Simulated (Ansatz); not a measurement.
Consider MgS in the rock salt structure (space group Fm-3m, No. 225; a = 5.230 Å).

Now apply this change: an isotropic linear strain of −4.40 %; the atoms relax in the strained cell.

Calculations: PBE (Ansatz, a first-principles code), no SOC.

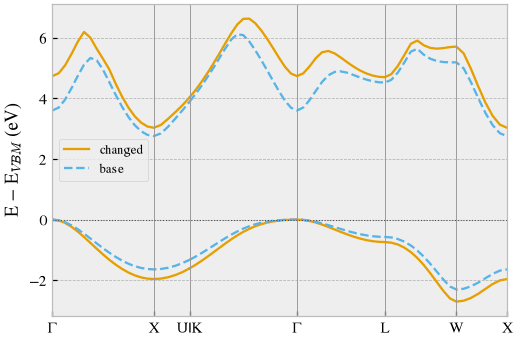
*Highest valence and lowest conduction band along the path, each from its own valence-band maximum*

### Question
Read the changed gap and its character from the plot.

### Answer
About 3.0 eV, indirect, Γ → X.

Stability against distortions was not tested.
